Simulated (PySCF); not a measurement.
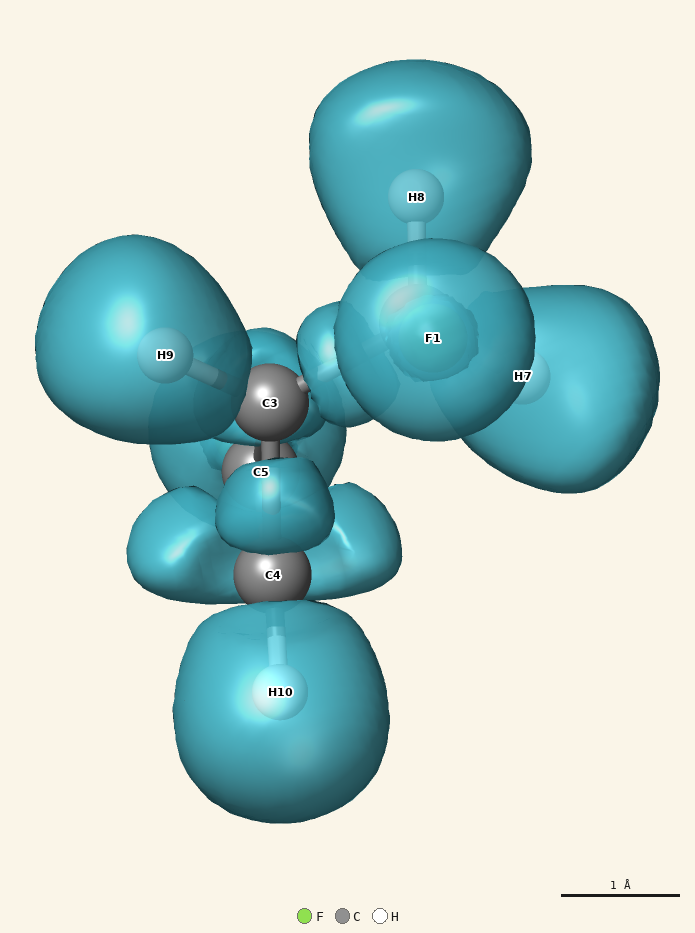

Figure 1: C4H4F2. Isosurface of the electron localisation function at 0.75 (cyan), seen at an oblique angle. Core shells and regions of very low density are left out.

Geometry: GFN2-xTB.

Theory: PBE0/pcSseg-1, SCF density, gas phase, non-relativistic (PySCF).

```yaml
atoms:
  - { symbol: F, position_ang: [-1.9721, -0.4314, -1.0417] }
  - { symbol: C, position_ang: [-0.9814, -0.7824, -0.1531] }
  - { symbol: C, position_ang: [-0.1822, 0.4379, 0.2467] }
  - { symbol: C, position_ang: [1.0587, 0.8436, -0.5508] }
  - { symbol: C, position_ang: [1.2501, 0.3144, 0.6140] }
  - { symbol: F, position_ang: [2.0592, -0.0966, 1.5649] }
  - { symbol: H, position_ang: [-0.3543, -1.5262, -0.6560] }
  - { symbol: H, position_ang: [-1.4884, -1.2334, 0.7078] }
  - { symbol: H, position_ang: [-0.7946, 1.2123, 0.7016] }
  - { symbol: H, position_ang: [1.4139, 1.2667, -1.4561] }
```

Q: Identify the bonds, lone pairs and shells in this picture.

A: The ELF exceeds this value in four regions between bonded C–C atoms (shared pairs), four regions around hydrogen nuclei and two regions on F in which the atom's valence shell and bonds are merged.

Values along the shortest contacts:
C–C (1.29 Å): the ELF peaks at about 0.85 between the atoms: a multiple bond. C–F (1.31 Å): the ELF peaks at about 0.85 between the atoms; a shared but strongly polarised pair.
